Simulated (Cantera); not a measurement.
Input: 1 mol Al, 3.1 mol HCl, 1.3 mol N2, 0.027 mol Cl2, at 1.00 bar.

Method: chemical equilibrium by Gibbs-energy minimisation in Cantera with the NASA 1993 tables (ideal gas, pure condensed phases). Candidate condensed phases: Al, AlCl3, AlN, NH4Cl; 20 gas species. The tables' values for AlCl2 are old estimates; treat these amounts as uncertain. The numbers say what is thermodynamically allowed, not how fast it happens.

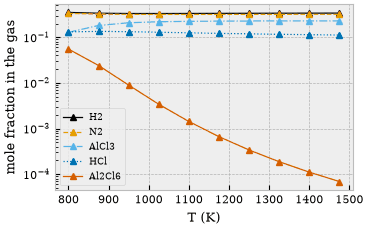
Equilibrium gas composition (values under 1e-9 drawn at 1e-9)

From 800 K to 1475 K the condensed part is AlN(s). The main Al-bearing gas is AlCl3 throughout.
